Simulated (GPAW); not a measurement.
**How the form of the self-energy moves the gap of BN (Qingsongite)**

Aim: compare treatments of exchange, screening and correlation for the gap of BN (Qingsongite).

Calculated with GPAW 26.7.0; PBE and many-body steps on it, plane waves.

### 1. Starting point

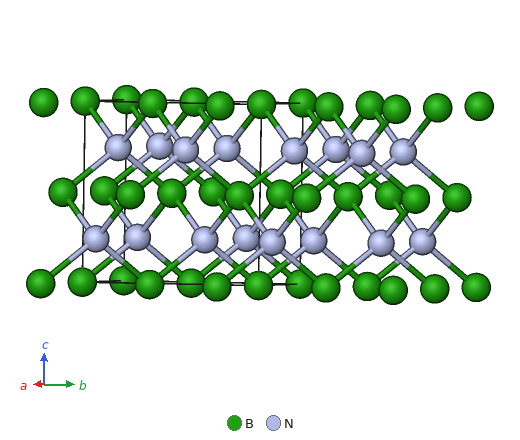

The starting structure, seen slightly off an axis (boron green, nitrogen light blue). 2×2×1 cells are drawn. This picture shows the conventional cell, with its axes. Bonds to atoms that aren't drawn are left out. Some periodic images of atoms are drawn too.

As a file:

```cif
data_structure
_symmetry_space_group_name_H-M 'F-43m'
_symmetry_Int_Tables_number 216
_cell_length_a 3.6150
_cell_length_b 3.6150
_cell_length_c 3.6150
_cell_angle_alpha 90.000
_cell_angle_beta 90.000
_cell_angle_gamma 90.000
_cell_volume 47.24
loop_
_atom_site_label
_atom_site_type_symbol
_atom_site_symmetry_multiplicity
_atom_site_Wyckoff_symbol
_atom_site_fract_x
_atom_site_fract_y
_atom_site_fract_z
_atom_site_occupancy
B1 B 4 a 0.00000 0.00000 0.00000 1
N1 N 4 d 0.25000 0.25000 0.75000 1
```

The cell and positions come from the Crystallography Open Database and are kept as given unless a step says otherwise.

### 2. Empty states on the mesh, 8×8×8 mesh, 185 bands

This step: GPAW 26.7.0; DFT, PBE, plane waves, PAW.

The sums over transitions need many empty states on a uniform mesh; this step solves for them.

The input, run.py:

```python
import json
import numpy as np
from gpaw.mpi import world
from gpaw import GPAW

calc = GPAW('gs.gpw').fixed_density(kpts={'size': (8, 8, 8), 'gamma': True},
    parallel={'domain': 1, 'band': 1},
    txt='nscf.txt')
calc.diagonalize_full_hamiltonian(nbands=185)
calc.write('full.gpw', mode='all')
res = {}
kpts = calc.get_ibz_k_points()
res['kpts'] = kpts
res['eigenvalues'] = [calc.get_eigenvalues(kpt=k) for k in range(len(kpts))]
res['n_electrons'] = calc.get_number_of_electrons()

if world.rank == 0:
    with open('result.json', 'w') as f:
        json.dump(res, f, default=lambda x: x.tolist())
```

Started as:

```sh
$ mpirun -n 4 gpaw python run.py
```

Numbers of over 12 decimals in the logs are rounded to 6 here.

The program printed:

```text
Diagonalizing LCAO Hamiltonian
Converting LCAO to pw mode
convergence criteria:
- Maximum integral of absolute [eigenst]ate change: 4e-08 eV^2 / valence electron
maximum number of iterations: 100

SCF iterations
|iter     |     time |      energy | eigst |  dens |
|iter:   1|  |             | +1.31 |       |
|iter:   2|  |             | -0.43 |       |
|iter:   3|  |             | -2.62 |       |
|iter:   4|  |             | -4.35 |       |
|iter:   5|  |             | -6.15 |       |
|iter:   6|  |             | -7.59c|       |
SCF steps: 6
  __  _  _
 | _ |_)|_||  |
 |__||  | ||/\| - 26.7.0

Input parameters:
  mode=PW(ecut=600.0),
  convergence={'density': 1e-06, 'bands': -3},
  gpts=array([15, 15, 15]),
  kpts=MonkhorstPack(size=(8, 8, 8), gamma=True),
  maxiter=100,
  nbands=11,
  occupations=Occupations(name='fermi-dirac', width=0.001, fixmagmom=False),
  parallel={'domain': 1, 'band': 1},
  xc=XC(name='PBE')
Matrix size: 411x411
# Writing to full.gpw (mode='all')
  [... matrices ...]

timing:  # [seconds]
  Total: 0.888  # ━━━━━━━━━━━━━━━━━━━━━━━━━━━━━━━━━━━━━━━━━━━━━━━━━━━━━━━━━━━
```

Elapsed: 4.1 s, on 4 MPI ranks of Intel Xeon Platinum 8488C (Sapphire Rapids), shared host; peak memory 0.7 GiB.

This step gave:

```yaml
gap: 4.457 eV
k_of_the_valence_top: 0, 0, 0
k_of_the_conduction_bottom: 0.5, 0.5, 0
least_direct_gap: 8.828 eV
k_points_computed: 29
lowest_point_of_the_top_converged_band_above_the_valence_top: 326.8667 eV
```

On this mesh the gap is 4.457 eV.

### 3. G0W0, Godby-Needs plasmon pole

Now the one-shot GW correction: screening in the RPA, then the self-energy of the levels asked for.

This step: G0W0 on PBE, plane waves, PAW.

The input, run.py:

```python
import json
import numpy as np
from gpaw.mpi import world
from gpaw.response.g0w0 import G0W0

gw = G0W0('full.gpw',
    filename='gw',
    kpts=[0, 24],
    bands=(2, 6),
    ecut=210,
    nbands=81,
    integrate_gamma='WS',
    ppa=True)
gw.calculate()
res = {mode: {k: v for k, v in r.items() if k != 'sigma_eskwn'}
       for mode, r in gw.all_results.items()}

if world.rank == 0:
    with open('result.json', 'w') as f:
        json.dump(res, f, default=lambda x: x.tolist())
```

Started as:

```sh
$ mpirun -n 4 gpaw python run.py
```

The program printed:

```text
Using integrator: PointIntegrator
FrequencyGridDescriptor(from 0.000+0.000j to 0.000+27.211j eV, 2 points)
Nonperiodic BCs:  [False False False]
Using integrator: PointIntegrator
FrequencyGridDescriptor(from 0.000+0.000j to 0.000+27.211j eV, 2 points)
Nonperiodic BCs:  [False False False]
  ___  _ _ _
 |   || | | |
 | | || | | |
 |__ ||_____|
 |___|

BZ k-points: Symmetries present (total): 24

  [... matrices ...]
512 k-points: 8 x 8 x 8 Monkhorst-Pack grid + [1/16,1/16,1/16]
29 k-points in the irreducible part of the Brillouin zone
       k-points in crystal coordinates                weights
   0:     0.00000000    0.00000000    0.00000000          1/512
   1:     0.12500000    0.12500000    0.00000000          6/512
   2:     0.12500000    0.12500000    0.12500000          8/512
   3:     0.25000000    0.12500000    0.12500000         12/512
   4:     0.25000000    0.25000000    0.00000000          6/512
   5:     0.25000000    0.25000000    0.12500000         24/512
   6:     0.25000000    0.25000000    0.25000000          8/512
   7:     0.37500000    0.25000000   -0.37500000         24/512
   8:     0.37500000    0.25000000    0.12500000         24/512
   9:     0.37500000    0.25000000    0.25000000         24/512
          ...
  28:     0.50000000    0.50000000    0.50000000          4/512

Distributing spins, k-points and bands (1 x 2 x 4) over 4 processes
Number of blocks: 1

Quasi particle states:
k-points (IBZ indices): [0, 24]
Band range: (2, 6)
  [... matrices ...]
Computational parameters:
Plane wave cut-off: 210 eV
Number of bands: 81
Coulomb cutoff: None
Broadening: 0.1 eV

fxc modes: GW
Kernel: RPA
Using Godby-Needs plasmon-pole approximation:
  Fitting energy: i*E0, E0 = 1.000 Hartree
Summing all q:

Calculating screened Coulomb potential
No Coulomb truncation
FrequencyGridDescriptor(from 0.000+0.000j to 0.000+27.211j eV, 2 points)
Removing empty qpoint cache files...

Calculating chi0 body with:
    Ground state adapter containing:
    Number of spins: 1
    Number of kpoints: 512
    Number of irreducible kpoints: 29
    Number of completely occupied states: 4
    Number of partially occupied states: 4
    Occupied states memory: 0.205994 M / cpu

    Linear response parametrization:
    q_c: [0.0, 0.0, 0.0]
    Number of frequency points: 2
    Planewave cutoff: 210.0
    Number of bands: 81
    Number of planewaves: 65
    Broadening (eta): 1e-06
    comm.size: 4
    kncomm.size: 4
    blockcomm.size: 1

    Memory estimate of potentially large arrays:
        chi0_wGG: 0.128937 M / cpu
Integrating chi0 body.

Symmetries of q_c:
    Direct symmetries (Uq -> q): 24
    Indirect symmetries (TUq -> q): 24
In total 48 allowed symmetries.

  [... matrices ...]
29 groups of equivalent kpoints. 94.3359375% reduction.

Integral kind: response function
Integrating chi0 head and wings.

Symmetries of q_c:
    Direct symmetries (Uq -> q): 24
    Indirect symmetries (TUq -> q): 24
In total 48 allowed symmetries.

  [... matrices ...]
29 groups of equivalent kpoints. 94.3359375% reduction.

Integral kind: response function wings

Calculating chi0 body with:
    Ground state adapter containing:
    Number of spins: 1
    Number of kpoints: 512
    Number of irreducible kpoints: 29
    Number of completely occupied states: 4
    Number of partially occupied states: 4
    Occupied states memory: 0.205994 M / cpu

[... the further q-points ...]

Results:
f:      Occupation numbers
eps:     KS-eigenvalues [eV]
vxc:     KS vxc [eV]
exx:     Exact exchange [eV]
sigma:   Self-energies [eV]
dsigma:  Self-energy derivatives
Z:       Renormalization factors
qp:      QP-energies [eV]

k-point 0 (0): (0.000, 0.000, 0.000)                GW
band       f     eps     vxc     exx   sigma  dsigma       Z      qp
                                                                   GW
   2   1.000  10.095 -19.276 -22.790   2.429  -0.211   0.826   9.199
   3   1.000  10.095 -19.276 -22.790   2.429  -0.211   0.826   9.199
   4   0.000  18.923 -14.662  -7.966  -5.186  -0.186   0.843  20.195
   5   0.000  18.923 -14.662  -7.966  -5.186  -0.186   0.843  20.195

k-point 1 (24): (0.500, 0.500, 0.000)                GW
band       f     eps     vxc     exx   sigma  dsigma       Z      qp
                                                                   GW
   2   1.000   5.196 -17.087 -22.204   3.470  -0.226   0.816   3.852
   3   1.000   5.196 -17.087 -22.204   3.470  -0.226   0.816   3.852
   4   0.000  14.552 -13.270  -8.053  -4.436  -0.171   0.854  15.220
   5   0.000  19.330 -13.926  -7.948  -5.000  -0.176   0.851  20.161
```

Elapsed: 58 s, on 4 MPI ranks; peak memory 0.95 GiB; 3.9 min of CPU time.

Numbers from this step:

```
G0W0 gap on the points computed              : 6.021 eV
least direct G0W0 gap on the computed points : 11.00 eV
Z at the valence top                         : 0.8258
Z at the conduction bottom                   : 0.8543
starting gap on the mesh                     : 4.457 eV
k of the valence top                         : 0, 0, 0
k of the conduction bottom                   : 0.5, 0.5, 0
```

The gap on the mesh goes from 4.46 eV to 6.02 eV, a correction of +1.56 eV.

### 4. One-shot HSE06

This step: one-shot HSE06 levels on PBE orbitals, plane waves, PAW.

The input, run.py:

```python
import json
import numpy as np
from gpaw.mpi import world
from gpaw.hybrids.eigenvalues import non_self_consistent_eigenvalues

dft, vxc, vxc_hyb = non_self_consistent_eigenvalues('full.gpw', 'HSE06', 2, 6, kpt_indices=[0, 24])
res = {'dft': dft[0], 'hybrid': (dft - vxc + vxc_hyb)[0]}
if world.rank == 0:
    with open('hybrid.txt', 'w') as f:
        for k, e0, e1 in zip([0, 24], res['dft'], res['hybrid']):
            print(k, ' '.join(f'{x:9.4f}' for x in e0), '|', ' '.join(f'{x:9.4f}' for x in e1), file=f)

if world.rank == 0:
    with open('result.json', 'w') as f:
        json.dump(res, f, default=lambda x: x.tolist())
```

Started as:

```sh
$ mpirun -n 4 gpaw python run.py
```

The program printed:

```text
IBZ(<points: 29, symmetries: 24>)
Occupied bands: 4
Transforming wave functions from IBZ to BZ: 0.060 seconds
Distributing wave functions and iFFT-ing to real space: 0.550 seconds
Calculating eigenvalues:
  k-points: 2
  Bands: 2-5 (inclusive)
  Seconds: 0.927 (wave-function broadcasting: 0.006 seconds)
HSE06-eigenvalue shifts:
  min: -1.238 eV
  ave: -0.134 eV
  max: 0.918 eV
```

Wall time 4.3 s (4 MPI ranks); peak memory 0.73 GiB; 16 s of CPU time.

Numbers from this step:

| Quantity | Value |
| --- | --- |
| starting gap on the mesh | 4.457 eV |
| hybrid gap on the mesh | 5.862 eV |
| least direct hybrid gap on the computed points | 10.60 eV |

(Part 1 of 2 ends here.)

[Paths, hosts, dates, memory and timing lines, banners, echoed tables and standing remarks are left out of the program output.]

[Logs are printed without paths, hosts, clocks, repeated set-up lines and the standing remarks that a program may print on its own settings, such as how far it seeks lower states.]

[Runs of the session that timed out or met a known fault of the program may be left out.]

[Hosts, paths, dates, database ids (printed as entryN), source tags and the programs' standing remarks are cut or masked in the printed files.]
